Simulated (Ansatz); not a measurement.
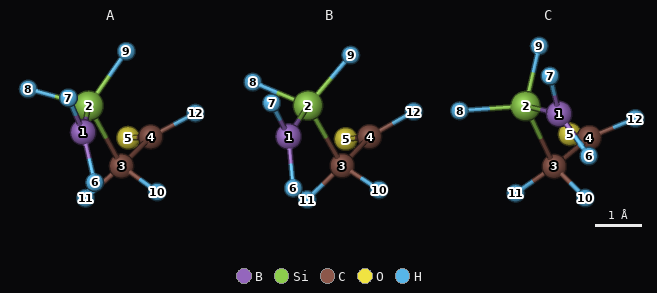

3 geometries from a converged minimum-energy path of C₂H₇BOSi, shuffled. The picture is a ball-and-stick view, seen from a free direction.

Computed with Ansatz 0.2.0, RKS B3LYP-D4/STO-3G. Settings: 9 movable images; climbing image; force threshold 0.05 eV/Å; iteration limit 60; starting path by image-dependent pair potential.

Q: Which frame is the top of the path?

A: C. In order along the path, whose images run from 0 to 10: B (image 1, 0.004 eV), A (image 2, +0.018 eV), C (image 5, +0.056 eV). The motion is a rotation about the Si2–C3 bond by about 120°. No bond forms or breaks between the ends.

Limits of the set-up: STO-3G is a minimal basis, so the numbers are rough.
